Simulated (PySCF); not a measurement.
Dissociation curve of SMILES O[SiH3] (H4OSi). The O2–H6 bond (O2 also carries Si; H6 carries nothing else) is pulled apart rigidly from the PBE0/def2-TZVP optimised geometry.

```
6

Si     0.0000     1.4570    -0.7701
O      0.0000     0.0000     0.0000
H     -0.0005     1.1506    -2.2184
H     -1.2035     2.2621    -0.4229
H      1.2040     2.2617    -0.4237
H      0.0000     0.0000     0.9575
```

UKS-wB97X-V = unrestricted wB97X-V/cc-pVDZ run with PySCF; RCCSD = CCSD on RHF/cc-pVDZ, 6 core orbitals frozen (PySCF 2.14.0); CASSCF(2,2)/cc-pVDZ (PySCF); UHF/6-31G* = PySCF 2.14.0 with unrestricted Hartree-Fock/6-31G*, spherical d; RCCSD(T) = CCSD(T) on RHF/cc-pVDZ, 6 core orbitals frozen in PySCF.

Energies are in kJ/mol, each relative to the lowest point of its own curve near equilibrium.

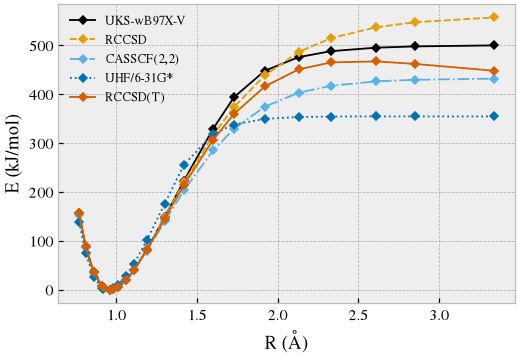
Figure. Energy against bond length for each method.

```tsv
R / Å	UKS-wB97X-V	RCCSD	CASSCF(2,2)	UHF/6-31G*	RCCSD(T)
0.77	156.1	156.0	153.8	138.9	157.4
0.81	88.3	88.0	86.6	74.6	89.0
0.86	35.3	34.9	34.3	26.2	35.6
0.91	8.4	8.1	7.9	3.8	8.4
0.92	5.4	5.1	5.1	1.8	5.5
0.96	0.0	0.0	0.0	0.0	0.0
0.98	0.6	0.8	0.7	2.4	0.6
1.01	4.9	5.3	5.1	9.4	4.9
1.06	19.3	20.0	19.2	28.0	19.1
1.11	40.2	41.2	39.4	53.1	39.8
1.19	82.2	83.3	79.1	101.5	81.0
1.30	148.4	148.6	139.5	175.9	144.9
1.42	223.3	220.4	203.7	255.9	214.6
1.60	329.4	316.7	284.9	318.9	306.7
1.73	394.0	374.1	329.4	338.0	359.9
1.92	448.0	438.6	374.5	349.5	415.9
2.13	475.9	486.4	403.1	353.4	450.9
2.33	488.0	514.7	417.2	354.3	465.0
2.61	495.2	537.0	426.2	354.5	467.2
2.85	497.8	547.3	429.5	354.5	462.0
3.34	499.9	557.1	431.8	354.5	448.0
```

At the longest distance, 3.34 Å, RCCSD lies highest above its minimum (557.1 kJ/mol) and UHF/6-31G* lowest (354.5 kJ/mol).

The RCCSD(T) curve passes through a maximum at 2.61 Å and then falls by 19.1 kJ/mol up to the last usable point.

The unrestricted determinant behind UKS-wB97X-V is spin-contaminated at 1.73 to 3.34 Å (<S²> up to 1.0, against 0.00 for a pure singlet). The T1 diagnostic of CCSD on the restricted reference of RCCSD, RCCSD(T) exceeds 0.045 at 3.34 Å. The unrestricted determinant behind UHF/6-31G* is spin-contaminated at 1.42 to 3.34 Å (<S²> up to 1.0, against 0.00 for a pure singlet).
